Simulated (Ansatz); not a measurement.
# WS2 (Tungstenite): how G0W0 depends on its starting point

How much of the starting functional survives in the G0W0 gap of WS2 (Tungstenite)?

Calculated with Ansatz 0.2.0; G0W0 on several functionals, plane waves, PAW.

### Step 1. The structure

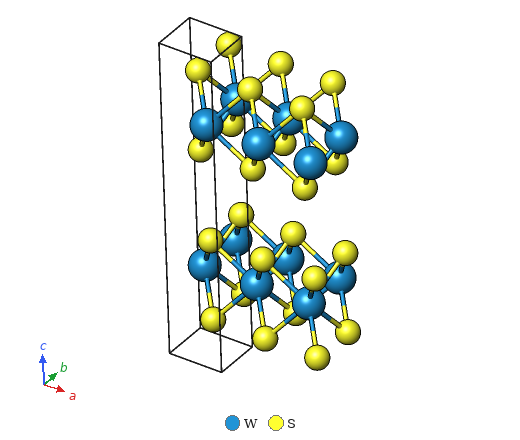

The starting structure, seen slightly off an axis (tungsten blue, sulfur yellow). 3×2×1 cells are drawn.

The cell and positions come from the Crystallography Open Database and are kept as given unless a step says otherwise. Spin-orbit coupling is left out unless a step names it.

### Step 2. G0W0 on LDA

Now the one-shot GW correction: screening in the RPA, then the self-energy of the levels asked for. This step takes PAW set soft_1 files.

This step: G0W0 on LDA, plane waves, PAW; PAW set soft_1.

The input, input.yaml:

```yaml
crystal:
  lattice:
    - [3.1532, 0.0, 0.0]
    - [-1.5766, 2.7307513032, 0.0]
    - [0.0, 0.0, 12.323]
  atoms:
    - { symbol: W, position: [0.3333333333, 0.6666666667, 0.25] }
    - { symbol: W, position: [0.6666666667, 0.3333333333, 0.75] }
    - { symbol: S, position: [0.3333333333, 0.6666666667, 0.6225] }
    - { symbol: S, position: [0.6666666667, 0.3333333333, 0.1225] }
    - { symbol: S, position: [0.3333333333, 0.6666666667, 0.8775] }
    - { symbol: S, position: [0.6666666667, 0.3333333333, 0.3775] }
kpoints:
  mp_grid: { grid: [6, 6, 2] }
hamiltonian:
  xc: lda
  pseudopotentials: { kind: paw, azcp: { folder: soft_1 }, xc_functional: pbe }
scf:
  occupations: { method: fixed }
gw:
  n_empty_bands: 240
  ecut_chi: 100
  qp_bands: [v2, c2]
  qp_kpoints: band_edges
  screening: { model: contour_deformation }
```

Run with:

```
$ ansatz run input.yaml --threads 3 --pin off --max-ram 92160MiB --backend cuda --events-out ev --progress --plain --runs-dir out --devices 1 --max-vram 13GiB
```

Numbers of over 12 decimals in the logs are rounded to 6 here.

Output:

```text
GPUs: using 1 of 1 available (devices: 1).
Engine: ansatz 0.2.0, x86_64-unknown-linux-gnu
Pseudopotentials: kind: paw
Pseudopotential: W, paw, valence charge 14, recommended cutoff 420 eV (normal), soft_1/W.paw.azcp
Pseudopotential: S, paw, valence charge 6, recommended cutoff 420 eV (normal), soft_1/S.paw.azcp
Functional definition: SPW92
  exchange = slater_x
  correlation = pw_c
device memory: the entry about to start is reckoned to put 1.1 GiB on a device that reports 41.9 GiB free (of which the cap on the GPU budget leaves the run 13.0 GiB)
GPU FFT provider: cuFFT
GPU libraries: cuBLAS 13.8.2, cuFFT 12.4.0, cuSOLVER 12.3.4
Crystal: 6 atoms, lattice volume = 106.108 Å³
Basis set: ecut = 420 eV, 2057 PW (Γ)
Bands: 32, of which v1, the nominal top of the filled ones, is band 26 counted from 1 (25 counted from 0)
Symmetry: 24 space group operations
Space group: P63/mmc (ITA 194), of the structure as read, at distance tolerance 4.7e-5 Å
k-points: 14 of 72
Non-local potential: W, projectors of the file, l = 0: 3, l = 1: 2, l = 2: 2, l = 3: 1
Non-local potential: S, projectors of the file, l = 0: 2, l = 1: 2, l = 2: 1
PAW form: soft (Blöchl's): semilocal exchange-correlation on the pseudo side does not see the compensation charge
PAW frozen core: W, regenerated for the run's functional, and the local potential with it (the file was generated under x = pbe(κ = 0.804, μ = 0.219515), c = pbe(β = 0.066725))
PAW frozen core: S, regenerated for the run's functional, and the local potential with it (the file was generated under x = pbe(κ = 0.804, μ = 0.219515), c = pbe(β = 0.066725))
PAW one-centre angular grid: W, 590 points (default); XC on 64 Gauss nodes
PAW one-centre angular grid: S, 110 points (default); XC on 64 Gauss nodes
Initial density: superposition of atomic densities (chi_scale 0.1, normalization cell, long waves kept (reshape's long-wave potential 0.03 eV rms))
Initial wavefunctions: pseudopotential atomic-orbital guess
GPU buffer pool allocated for 51840 grid points (all kernels)
GPU transforms: local potential and band sums: pruned to the plane-wave sphere, on 24×24×90
Functional: x = slater, c = lda
SCF iter   1: F=—  HF=-23746.008860 eV  |F-HF|=—  |Δ(HF+E_count)|=         —  Δρ=3.98e-2  dr2=3.27e0  ethr=3.10e-3  ⟨swp⟩=4.9  Hψ=2075  notcnv=0  defer=22
preconditioner: auto → Resta (q_TF=auto, 2.423 Å⁻¹)  ε∞=7.5  [insulator: Δε(μ)=0.869 eV  Ē_g=8.489 eV  n_scr=26 (ndim 8)  ℏωp=21.6 eV  f_vac=0.001  ε∞_Penn≈7.5]
SCF iter   2: F=—  HF=-23745.307250 eV  |F-HF|=—  |Δ(HF+E_count)|=   7.02e-1  Δρ=2.28e-2  dr2=9.55e-1  ethr=3.10e-3  ⟨swp⟩=2.4  Hψ=685  notcnv=0  defer=47
SCF iter   3: F=—  HF=-23745.031299 eV  |F-HF|=—  |Δ(HF+E_count)|=   2.76e-1  Δρ=5.03e-3  dr2=5.32e-2  ethr=1.84e-3  ⟨swp⟩=2.6  Hψ=741  notcnv=0  defer=43
SCF iter   4: F=—  HF=-23745.022491 eV  |F-HF|=—  |Δ(HF+E_count)|=   8.81e-3  Δρ=2.39e-3  dr2=7.83e-3  ethr=1.02e-4  ⟨swp⟩=2.6  Hψ=764  notcnv=0  defer=52
SCF iter   5: F=—  HF=-23745.021351 eV  |F-HF|=—  |Δ(HF+E_count)|=   1.14e-3  Δρ=5.83e-4  dr2=7.51e-4  ethr=1.51e-5  ⟨swp⟩=2.3  Hψ=684  notcnv=0  defer=54
SCF iter   6: F=—  HF=-23745.021289 eV  |F-HF|=—  |Δ(HF+E_count)|=   6.26e-5  Δρ=1.49e-4  dr2=7.42e-5  ethr=1.44e-6  ⟨swp⟩=2.0  Hψ=633  notcnv=0  defer=50
SCF iter   7: F=—  HF=-23745.021293 eV  |F-HF|=—  |Δ(HF+E_count)|=   4.07e-6  Δρ=5.44e-5  dr2=4.31e-6  ethr=1.43e-7  ⟨swp⟩=2.1  Hψ=684  notcnv=0  defer=34
SCF iter   8: F=—  HF=-23745.021292 eV  |F-HF|=—  |Δ(HF+E_count)|=   5.92e-7  Δρ=7.33e-6  dr2=1.56e-7  ethr=8.30e-9  ⟨swp⟩=2.6  Hψ=791  notcnv=0  defer=34
SCF iter   9: F=-23745.021292 eV  HF=-23745.021292 eV  |F-HF|=9.83e-9  |Δ(HF+E_count)|=   4.05e-9  Δρ=2.60e-6  dr2=1.43e-8  ethr=1.92e-10  ⟨swp⟩=6.8  Hψ=1701  notcnv=0
SCF 1 converged in 9 iterations: F = -23745.021292 eV  dr2 = 1.43e-8
  greatest PAW one-centre occupation: 0.999 electrons in one spin orbital (limit 2), on the W atom at site 1 (counted from 0), in its partial waves of l = 0
device memory: the entry about to start is reckoned to put 1.2 GiB (of the 1.2 GiB reckoned in all, the device holds 0.1 GiB already) on a device that reports 42.1 GiB free (of which the cap on the GPU budget leaves the run 12.9 GiB)
NSCF: frozen V_eff on 14 k-points, pencils in batches of 32, up to order 128
the band table was solved once the SCF had ended and its energy, with any forces and stress, was formed, with the checks that follow a solve (1880 applications of the Hamiltonian). They found nothing against the state; the energy, forces and stress were not computed again (output.eigenvalues in the input reference)
device memory: the entry about to start is reckoned to put 4.1 GiB on a device that reports 43.4 GiB free (of which the cap on the GPU budget leaves the run 13.0 GiB)
NSCF: frozen V_eff on 14 k-points
G₀W₀ screening: q 1/14
[... further progress lines ...]
SCF converged after 9 iterations
Free energy (F): -23745.021292 eV
Harris-Foulkes:  -23745.021292 eV  (|F-HF|=9.83e-9)
Internal energy: -23745.021292 eV  (E = F + TS)
E sigma→0 (E₀):  -23745.021292 eV
Fermi energy:    11.446682 eV
--- Per-component energies (eV) ---
  E_band       = -385.694101
  E_kinetic    = 1271.963568
  E_local      = -3420.005842  (includes V_loc(G=0)·N_el)
  E_nonlocal   = 103.709094
  E_hartree    = 1415.621311
  E_xc         = -886.239356
  E_vxc        = -797.072037  (∫ρ·V_xc dr)
  E_paw        = -18956.484721  (= ΣΔE_a)
  E_vpaw       = -375.527723  (= ΣTr[D̂ρ^β])
  E_aug_tail   = 0.000306  (compensation charges beyond the density's cutoff)
  E_ewald      = -3274.764942
  E_core_change = 1.179289  (= ΣΔE_core)
  E_smearing   = -0.000000  (= −TS)
  E_closure    = -0.000000  (closes the sum)
  Σ components = -23745.021292   (vs F -23745.021292, Δ=0.00e0)
--- Band table (eV; the first three rows and the last of 14) ---
  k-point 0: bands = [... 22 lower, 9.2612, 9.9868, 10.1663, 11.4467, 13.7387, 13.7387, 13.7493, 13.7493, ... 2 higher]
  k-point 1: bands = [... 22 lower, 9.2345, 9.2345, 11.1287, 11.1287, 13.7323, 13.7323, 13.7323, 13.7323, ... 2 higher]
  k-point 2: bands = [... 22 lower, 9.1453, 10.0451, 10.1504, 10.5997, 12.9687, 13.4418, 13.5544, 13.6756, ... 2 higher]
  k-point 13: bands = [... 22 lower, 8.3726, 8.3726, 10.7681, 10.7681, 12.7058, 12.7058, 13.9369, 13.9369, ... 2 higher]
--- G₀W₀: contour deformation, 7 samples at zero and on the imaginary axis and 1 off it, 72 q-points, 240 empty bands' worth ---
  eigenvalues of the whole cell's RPA ε∞ on this k-mesh (on a slab, of 1 + 4πα/V) = 6.3057, 14.4768, 14.4768; static W/v taken at q = 0 is 0.072493
  bands read: the sum over 266 bands ends inside a degenerate multiplet in 3 slots, whose members it reads at an even weight; the widest, k=1: bands 265 to 268 (counted from 1) at 2/4 each
  gw.qp_kpoints: band_edges: 10 of 14 stored k-points solved, in 1 pass; an edge of the gap read off the rows below is read off those points alone
    valence top: of the k-points left out ik 6 came nearest to being solved in a further pass, in band 26 (counted from 1, as in the quasiparticle table): it holds the edge there only if its correction is more favourable than any solved in that band by at least 1.493 eV; those differ by 0.091 eV
    conduction bottom: of the k-points left out ik 4 came nearest to being solved in a further pass, in band 27 (counted from 1, as in the quasiparticle table): it holds the edge there only if its correction is more favourable than any solved in that band by at least 0.689 eV; those differ by 0.135 eV
    ik  band        ε_KS         Σx   Σc(E_QP)       V_xc       Z   E_QP_lin       E_QP  E_QP is
     0    25     10.1663   -18.2151     1.0634   -17.2650  0.7516    10.2794    10.2797  root
     0    26     11.4467   -19.4834     0.5551   -19.0946  0.7580    11.6129    11.6132  root
     0    27     13.7387   -13.7548    -4.2425   -18.6658  0.7580    14.4154    14.4072  root
     0    28     13.7387   -13.7548    -4.2425   -18.6658  0.7580    14.4154    14.4072  root
     1    25     11.1287   -19.1844     0.8248   -18.4717  0.7582    11.2406    11.2408  root
     1    26     11.1287   -19.1844     0.8248   -18.4717  0.7582    11.2406    11.2408  root
     1    27     13.7323   -13.7044    -4.2230   -18.5861  0.7576    14.3991    14.3910  root
     1    28     13.7323   -13.7044    -4.2230   -18.5861  0.7576    14.3991    14.3910  root
     2    25     10.1504   -18.8134     1.1397   -17.7983  0.7514    10.2747    10.2749  root
     2    26     10.5997   -19.1697     0.9611   -18.3350  0.7553    10.7259    10.7262  root
     2    27     12.9687   -13.2917    -3.9083   -17.7591  0.7613    13.5328    13.5279  root
     2    28     13.4418   -14.0598    -3.9747   -18.6220  0.7514    14.0357    14.0292  root
     3    25     10.5381   -19.2022     1.0861   -18.2168  0.7550    10.6387    10.6388  root
     3    26     10.5381   -19.2022     1.0861   -18.2168  0.7550    10.6387    10.6388  root
     3    27     13.2622   -13.6401    -4.0394   -18.2706  0.7580    13.8594    13.8532  root
     3    28     13.2622   -13.6401    -4.0394   -18.2706  0.7580    13.8594    13.8532  root
     8    25      9.9002   -19.5724     1.3545   -18.3325  0.7490    10.0145    10.0148  root
     8    26      9.9213   -19.5884     1.3150   -18.4073  0.7486    10.0549    10.0552  root
     8    27     12.3499   -12.9272    -3.7003   -17.1819  0.7693    12.9082    12.9042  root
     8    28     13.2463   -14.1792    -4.1549   -18.9720  0.7545    13.8919    13.8842  root
     9    25      9.9168   -19.5897     1.3334   -18.3795  0.7489    10.0398    10.0400  root
     9    26      9.9168   -19.5897     1.3334   -18.3795  0.7489    10.0398    10.0400  root
     9    27     12.7647   -13.4946    -3.8904   -17.9826  0.7647    13.3677    13.3623  root
     9    28     12.7647   -13.4946    -3.8904   -17.9826  0.7647    13.3677    13.3623  root
[...]
12    25     10.6721   -18.6550     0.6550   -18.1637  0.7603    10.8355    10.8358  root
    12    26     10.8911   -19.1769     0.5703   -18.7979  0.7602    11.0822    11.0825  root
    12    27     12.7056   -15.7174    -3.8653   -20.2716  0.7594    13.4016    13.3944  root
    12    28     12.7056   -15.7174    -3.8653   -20.2716  0.7594    13.4016    13.3944  root
    13    25     10.7681   -18.8427     0.6070   -18.4124  0.7604    10.9444    10.9448  root
    13    26     10.7681   -18.8427     0.6070   -18.4124  0.7604    10.9444    10.9448  root
    13    27     12.7058   -15.7238    -3.8652   -20.2780  0.7593    13.4020    13.3947  root
    13    28     12.7058   -15.7238    -3.8652   -20.2780  0.7593    13.4020    13.3947  root
```

It took 16 s on 1 × NVIDIA H100 80GB HBM3 (shared by 6 runs) with 3 threads of AMD EPYC 7R13 (Zen 3), shared host; peak memory 1.3 GiB; 24 s of CPU time.

This step gave:

| Quantity | Value |
| --- | --- |
| bands summed | 266 |
| RPA ε∞ on this mesh (eigenvalues) | 6.306, 14.48, 14.48 |
| plane waves in the screening matrix | 255 |
| q-points in the mesh | 72 |
| G0W0 gap on the mesh | 1.291 eV |
| k of the valence top | 0, 0, 0 |
| k of the conduction bottom | 0.1667, 0.1667, 0 |
| starting gap on the mesh | 0.9032 eV |
| Z at the valence top | 0.7580 |
| Z at the conduction bottom | 0.7693 |
| least direct G0W0 gap on the computed points | 2.312 eV |

The gap on the mesh goes from 0.90 eV to 1.29 eV, a correction of +0.39 eV. Between the two edge states, bare exchange in place of the xc potential would open the gap by 4.64 eV, and correlation takes back 4.26 eV.

### Step 3. G0W0 on PBEsol

The same correction from a different start measures what one shot leaves open.

This step: G0W0 on PBEsol, plane waves, PAW; PAW set soft_1.

input.yaml: that of step 2 with these lines changed.

```diff
@@ -15,3 +15,3 @@
 hamiltonian:
-  xc: lda
+  xc: pbesol
   pseudopotentials: { kind: paw, azcp: { folder: soft_1 }, xc_functional: pbe }
```

Output:

```text
GPUs: using 1 of 1 available (devices: 1).
[...]
GPU FFT provider: cuFFT
GPU libraries: cuBLAS 13.8.2, cuFFT 12.4.0, cuSOLVER 12.3.4
Crystal: 6 atoms, lattice volume = 106.108 Å³
Basis set: ecut = 420 eV, 2057 PW (Γ)
Bands: 32, of which v1, the nominal top of the filled ones, is band 26 counted from 1 (25 counted from 0)
Symmetry: 24 space group operations
[...]
k-points: 14 of 72
[...]
GPU buffer pool allocated for 51840 grid points (all kernels)
[...]
SCF iter   1: F=—  HF=-24061.099038 eV  |F-HF|=—  |Δ(HF+E_count)|=         —  Δρ=4.06e-2  dr2=3.15e0  ethr=3.10e-3  ⟨swp⟩=4.9  Hψ=2073  notcnv=0  defer=21
[...]
SCF iter   8: F=-24060.176438 eV  HF=-24060.176438 eV  |F-HF|=6.82e-8  |Δ(HF+E_count)|=   1.76e-6  Δρ=6.49e-6  dr2=5.53e-8  ethr=1.92e-10  ⟨swp⟩=6.6  Hψ=2341  notcnv=0
SCF 1 converged in 8 iterations: F = -24060.176438 eV  dr2 = 5.53e-8
[...]
NSCF: frozen V_eff on 14 k-points, pencils in batches of 32, up to order 128
[...]
NSCF: frozen V_eff on 14 k-points
G₀W₀ screening: q 1/14
[... further progress lines ...]
SCF converged after 8 iterations
Free energy (F): -24060.176438 eV
[...]
Internal energy: -24060.176438 eV  (E = F + TS)
E sigma→0 (E₀):  -24060.176438 eV
Fermi energy:    11.613963 eV
[...]
--- Band table (eV; the first three rows and the last of 14) ---
  k-point 0: bands = [... 22 lower, 9.4284, 10.1262, 10.3499, 11.6140, 13.9188, 13.9188, 13.9288, 13.9288, ... 2 higher]
  k-point 1: bands = [... 22 lower, 9.4016, 9.4016, 11.2944, 11.2944, 13.9123, 13.9123, 13.9123, 13.9123, ... 2 higher]
  k-point 2: bands = [... 22 lower, 9.2951, 10.1814, 10.3260, 10.7657, 13.1599, 13.6235, 13.7470, 13.8591, ... 2 higher]
  k-point 13: bands = [... 22 lower, 8.5210, 8.5210, 10.9469, 10.9469, 12.8930, 12.8930, 14.1407, 14.1407, ... 2 higher]
[...]
0    25     10.3499   -18.2019     1.1017   -17.0534  0.7525    10.3031    10.3031  root
     0    26     11.6140   -19.4527     0.5968   -18.8704  0.7588    11.6284    11.6284  root
     0    27     13.9188   -13.7180    -4.1926   -18.4334  0.7590    14.4464    14.4416  root
     0    28     13.9188   -13.7180    -4.1926   -18.4334  0.7590    14.4464    14.4416  root
     1    25     11.2944   -19.1559     0.8629   -18.2570  0.7590    11.2584    11.2584  root
     1    26     11.2944   -19.1559     0.8629   -18.2570  0.7590    11.2584    11.2584  root
     1    27     13.9123   -13.6674    -4.1730   -18.3540  0.7586    14.4305    14.4259  root
     1    28     13.9123   -13.6674    -4.1730   -18.3540  0.7586    14.4305    14.4259  root
[...]
13    25     10.9469   -18.7999     0.6472   -18.1660  0.7613    10.9601    10.9601  root
    13    26     10.9469   -18.7999     0.6472   -18.1660  0.7613    10.9601    10.9601  root
    13    27     12.8930   -15.6943    -3.8102   -20.0264  0.7602    13.4187    13.4148  root
    13    28     12.8930   -15.6943    -3.8102   -20.0264  0.7602    13.4187    13.4148  root
```

Wall time 15 s (1 × NVIDIA H100 80GB HBM3 (shared by 6 runs) with 3 threads); peak memory 1.3 GiB.

This step gave:

| Property | Result |
| --- | --- |
| bands summed | 266 |
| RPA ε∞ on this mesh (eigenvalues) | 6.158, 14.33, 14.33 |
| plane waves in the screening matrix | 255 |
| q-points in the mesh | 72 |
| G0W0 gap on the mesh | 1.312 eV |
| k of the valence top | 0, 0, 0 |
| k of the conduction bottom | 0.1667, 0.1667, 0 |
| starting gap on the mesh | 0.9326 eV |
| Z at the valence top | 0.7588 |
| Z at the conduction bottom | 0.7700 |
| least direct G0W0 gap on the computed points | 2.318 eV |

Against the run with 6×6×2 mesh, 240 empty bands, screening to 100 eV, PAW set soft_1 files on LDA, the gap moves by +0.02 eV, while the start moved by +0.03 eV.

### Step 4. G0W0 on PBE

This step: G0W0 on PBE, plane waves, PAW; PAW set soft_1.

input.yaml: that of step 3 with these lines changed.

```diff
@@ -15,4 +15,4 @@
 hamiltonian:
-  xc: pbesol
-  pseudopotentials: { kind: paw, azcp: { folder: soft_1 }, xc_functional: pbe }
+  xc: pbe
+  pseudopotentials: { kind: paw, azcp: { folder: soft_1 } }
 scf:
```

Output:

```text
GPUs: using 1 of 1 available (devices: 1).
[...]
GPU FFT provider: cuFFT
GPU libraries: cuBLAS 13.8.2, cuFFT 12.4.0, cuSOLVER 12.3.4
Crystal: 6 atoms, lattice volume = 106.108 Å³
Basis set: ecut = 420 eV, 2057 PW (Γ)
Bands: 32, of which v1, the nominal top of the filled ones, is band 26 counted from 1 (25 counted from 0)
Symmetry: 24 space group operations
[...]
k-points: 14 of 72
[...]
1    28     14.0224   -13.7102    -4.1552   -18.3276  0.7584    14.4882    14.4845  root
[...]
13    25     11.0667   -18.8498     0.6805   -18.0754  0.7612    10.9727    10.9729  root
    13    26     11.0667   -18.8498     0.6805   -18.0754  0.7612    10.9727    10.9729  root
    13    27     13.0204   -15.7393    -3.7667   -19.9116  0.7599    13.4284    13.4261  root
    13    28     13.0204   -15.7393    -3.7667   -19.9116  0.7599    13.4284    13.4261  root
[key lines of the parts left out:]
SCF converged after 9 iterations
Free energy (F): -24384.934064 eV
Fermi energy:    11.718389 eV
```

The job ended after 16 s (1 × NVIDIA H100 80GB HBM3 (shared by 6 runs) with 3 threads; peak memory 1.3 GiB; 19 s of CPU time).

This step gave:

| Item | Value |
| --- | --- |
| bands summed | 266 |
| RPA ε∞ on this mesh (eigenvalues) | 5.932, 14.11, 14.11 |
| plane waves in the screening matrix | 255 |
| G0W0 gap on the mesh | 1.333 eV |
| k of the valence top | 0, 0, 0 |
| k of the conduction bottom | 0.1667, 0.1667, 0 |
| starting gap on the mesh | 0.9782 eV |
| least direct G0W0 gap on the computed points | 2.318 eV |

Against the run with 6×6×2 mesh, 240 empty bands, screening to 100 eV, PAW set soft_1 files on PBEsol, the gap moves by +0.02 eV, while the start moved by +0.05 eV.

### Step 5. G0W0 on r2SCAN

This step: G0W0 on r2SCAN, plane waves, PAW; PAW set soft_1.

input.yaml: that of step 4 with these lines changed.

```diff
@@ -15,3 +15,3 @@
 hamiltonian:
-  xc: pbe
+  xc: r2scan
   pseudopotentials: { kind: paw, azcp: { folder: soft_1 } }
```

Output:

```text
GPUs: using 1 of 1 available (devices: 1).
[...]
GPU FFT provider: cuFFT
GPU libraries: cuBLAS 13.8.2, cuFFT 12.4.0, cuSOLVER 12.3.4
Crystal: 6 atoms, lattice volume = 106.108 Å³
Basis set: ecut = 500 eV, 2685 PW (Γ), exchange–correlation on 96×96×360 points (64 copies of the dense FFT grid, shifted against one another)
Bands: 32, of which v1, the nominal top of the filled ones, is band 26 counted from 1 (25 counted from 0)
[...]
1    28     14.0516   -13.7864    -4.1306   -18.4165  0.7656    14.5552    14.5511  root
[...]
13    25     10.8974   -18.9647     0.6686   -18.3366  0.7684    10.9380    10.9380  root
    13    26     10.8974   -18.9647     0.6686   -18.3366  0.7684    10.9380    10.9380  root
    13    27     12.9802   -15.9552    -3.7318   -20.1731  0.7662    13.4695    13.4664  root
    13    28     12.9802   -15.9552    -3.7318   -20.1731  0.7662    13.4695    13.4664  root
[key lines of the parts left out:]
SCF converged after 8 iterations
Free energy (F): -24425.149522 eV
Fermi energy:    11.597809 eV
```

Elapsed: 20 s, on 1 × NVIDIA H100 80GB HBM3 (shared by 6 runs) with 3 threads; peak memory 1.5 GiB; 30 s of CPU time.

This step gave:

```
bands summed                                 : 266
RPA ε∞ on this mesh (eigenvalues)            : 5.524, 13.04, 13.04
plane waves in the screening matrix          : 255
G0W0 gap on the mesh                         : 1.403 eV
k of the valence top                         : 0, 0, 0
k of the conduction bottom                   : 0.1667, 0.1667, 0
starting gap on the mesh                     : 1.087 eV
least direct G0W0 gap on the computed points : 2.395 eV
```

Against the run with 6×6×2 mesh, 240 empty bands, screening to 100 eV, PAW set soft_1 files on PBE, the gap moves by +0.07 eV, while the start moved by +0.11 eV.

(Continued in part 2 of 2.)

[Paths, hosts, dates, memory and timing lines, banners, echoed tables and standing remarks are left out of the program output.]

[Logs are printed without paths, hosts, clocks, repeated set-up lines and the standing remarks that a program may print on its own settings, such as how far it seeks lower states.]

[Runs of the session that timed out or met a known fault of the program may be left out.]

[Cells called generated may have been cut or substituted from an entry of the Crystallography Open Database or the Materials Project.]

[Hosts, paths, dates, database ids (printed as entryN), source tags and the programs' standing remarks are cut or masked in the printed files.]
